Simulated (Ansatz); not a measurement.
**C2H2F2O: up Jacob's ladder to CCSD(T)**

How much do the methods differ for C2H2F2O? The plan is to run it at one geometry with functionals of several rungs and with coupled cluster, and see how far each lands from CCSD(T) at the basis-set limit for the atomisation energy.

Computed with Ansatz 0.2.0, Gaussian basis. Level: functionals in def2-TZVPP, the program's frozen cores in correlated methods.

Plan: LDA (SPW92), PBE-D4, revPBE-D4, BLYP-D4, r2SCAN-D4, B97M-V, PBE0-D4, B3LYP-D4, r2SCANh-D4, r2SCAN0-D4, HSE06-D4, BHLYP-D4, CAM-B3LYP-D4, LC-ωPBE, ωB97X-V, ωB97M-V, B2PLYP, PBE-QIDH; CCSD(T)/def2-SVP; CCSD(T)/def2-TZVPP; MP2/def2-QZVPP; extrapolation to the limit; RPA on PBE.

**1. The geometry**

The geometry comes from an earlier relaxation with PBE0-D4 in a triple-zeta def2 set; it is a stationary point, not always the lowest conformer.

SMILES `F[C@@H]1O[C@H]1F`, 7 atoms, charge 0, spin multiplicity 1.

Atoms are counted from 1 here; the program's logs count them from 0.

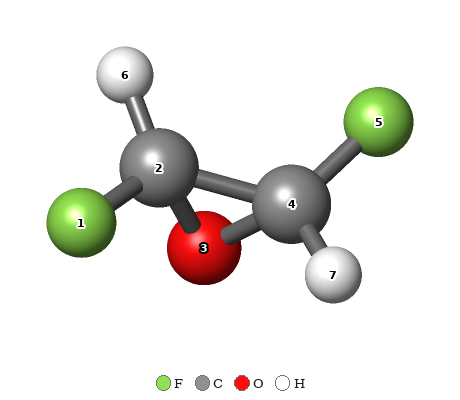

The structure; fluorine green, carbon grey, oxygen red, hydrogen white; atoms are numbered from 1 in the order of the file.

Geometry (Å):

```
F     0.6079   -1.5117    0.8348
C     0.0320   -0.3111    0.6515
O    -1.0985   -0.3115   -0.1662
C     0.0513    0.3096   -0.6550
F    -0.0222    1.6471   -0.7659
H    -0.0325    0.2551    1.5761
H     0.5232   -0.1455   -1.5209
```

**2. LDA**

This LDA is Slater exchange with PW92 correlation.

File in.yaml:

```yaml
crystal:
  periodic: [false, false, false]
  atoms:
    - {symbol: F, position_ang: [0.607872, -1.511712, 0.834792]}
    - {symbol: C, position_ang: [0.032041, -0.311147, 0.651495]}
    - {symbol: O, position_ang: [-1.098526, -0.311516, -0.166197]}
    - {symbol: C, position_ang: [0.051267, 0.309627, -0.655034]}
    - {symbol: F, position_ang: [-0.022198, 1.647111, -0.765858]}
    - {symbol: H, position_ang: [-0.032506, 0.255054, 1.576092]}
    - {symbol: H, position_ang: [0.523249, -0.145518, -1.520889]}
basis:
  gaussian: {orbitals: def2-TZVPP}
hamiltonian: {xc: lda}
output: {orbitals: {seedname: orbitals}}
```

Launch:

```
$ ansatz run in.yaml --threads 4 --pin off --events-out ev --progress --plain --max-ram 10444MiB
```

The runs that follow: PBE-D4 (GGA); revPBE-D4 (GGA); BLYP-D4 (GGA); r2SCAN-D4 (meta-GGA); B97M-V (meta-GGA); B3LYP-D4 (hybrid); r2SCANh-D4 (hybrid); r2SCAN0-D4 (hybrid); HSE06-D4 (hybrid); BHLYP-D4 (hybrid); CAM-B3LYP-D4 (range-separated); LC-ωPBE (range-separated); ωB97X-V (range-separated); ωB97M-V (range-separated); B2PLYP (double hybrid); PBE-QIDH (double hybrid); CCSD(T) in def2-SVP; CCSD(T) in def2-TZVPP; MP2 in def2-QZVPP; RPA on PBE orbitals.

Before running them: what should the planned runs give, taken together? Wanted: atomisation energy, CCSD(T)/CBS; farthest beyond LDA; mean size of error, GGA; mean size of error, meta-GGA; mean size of error, hybrid; mean size of error, range-separated; mean size of error, double hybrid; gap, smallest and largest; T1 diagnostic.

The runs gave:

| quantity | value |
| --- | --- |
| atomisation energy, CCSD(T)/CBS | 2830.1 kJ/mol |
| functionals within 14.2 kJ/mol (0.5 %) | B97M-V, B3LYP-D4, r2SCANh-D4, PBE-QIDH |
| farthest beyond LDA | BHLYP-D4 (-172.2 kJ/mol) |
| mean size of error, GGA | 75.8 kJ/mol |
| mean size of error, meta-GGA | 20.8 kJ/mol |
| mean size of error, hybrid | 54.8 kJ/mol |
| mean size of error, range-separated | 27.3 kJ/mol |
| mean size of error, double hybrid | 17.7 kJ/mol |
| gap, smallest and largest | 8.27 eV (BLYP-D4), 15.93 eV (LC-ωPBE) |
| T1 diagnostic | 0.0127 |
| triples share of the correlation energy | 3.5 % |

In words: LDA overbinds by 621.6 kJ/mol (22 %). PBE-D4 is off by +156.7 kJ/mol. Double hybrids carry the basis error of their MP2 part in triple zeta, and no dispersion term here, so their miss is partly the set-up's. Taken by rung, double hybrid functionals do best (17.7 kJ/mol on average) and GGA ones worst beyond LDA (75.8 kJ/mol). The gap between the best rungs is small, so their order is not settled. The reference freezes the cores and leaves out relativity and excitations past (T), so misses under about 14.2 kJ/mol can't be ranked. Hartree-Fock recovers 66 % of the binding; the rest is correlation. CCSD(T) in def2-SVP is off by -147.4 kJ/mol, more than most functionals: a good method in a small basis is no reference. Orbital gaps span 8.3 to 15.9 eV; exact exchange widens them.
